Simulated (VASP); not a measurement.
Band structure of ZnCu$_{2}$GeS$_{4}$ (relaxed from the kesterite structure, space group I-4). Calculation: PBE GGA, VASP's PBE PAW potentials (set 64) (plane waves; VASP 6.6.1).

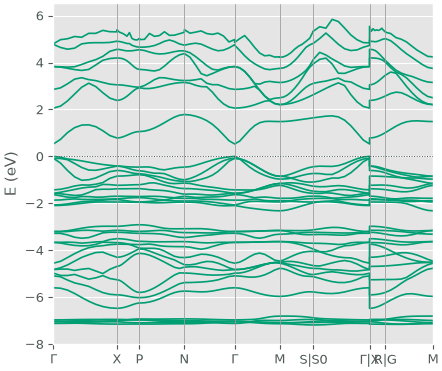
Fig. 1. Bands along high-symmetry lines, zero at the valence-band maximum or, without a gap, the Fermi level

Question: Read the plot: is there a gap, and where are the band edges?

Answer: The gap is direct, 0.53 eV, from the valence maximum at Γ to the conduction minimum at Γ. (Edges off the drawn lines would not show.)

The structure was generated: ZnCu2GeS4 was put into the kesterite type (I-4), which need not be its known phase. It was relaxed first.
